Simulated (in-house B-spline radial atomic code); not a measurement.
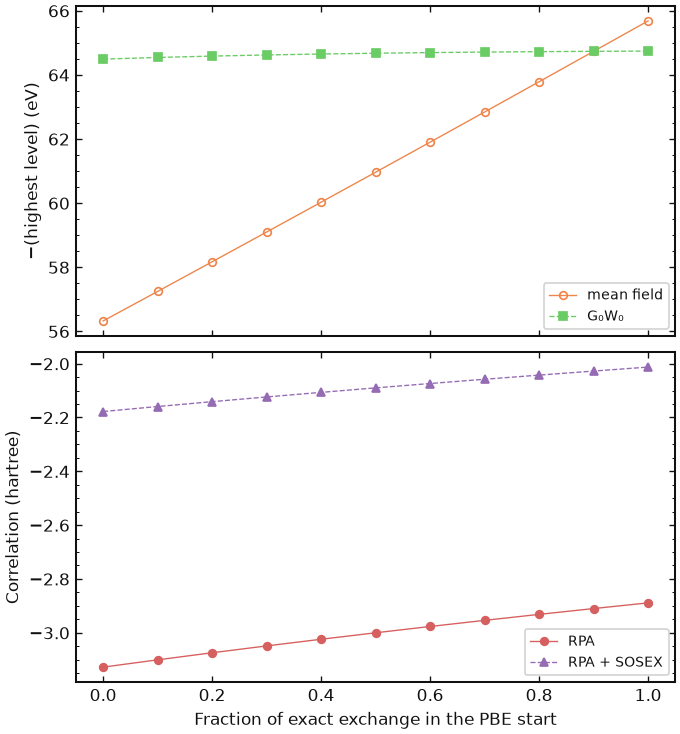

G₀W₀ and RPA for Rh⁴⁺ ([Kr] 4d⁵) as exact exchange is mixed into the PBE start. All-electron spherical atom, scalar X2C, no spin-orbit coupling, Breit or QED terms; computed with a B-spline radial code.

How do the results depend on the fraction of exact exchange?

Answer. The mean-field binding energy of 4d↑ runs from 56.33 eV at fraction 0 to 65.68 eV at 1, the G₀W₀ value only from 64.49 to 64.74 eV. The correction vanishes near a fraction of 0.90. The RPA correlation energy goes from −3.13 to −2.89 hartree, and with SOSEX from −2.18 to −2.01.
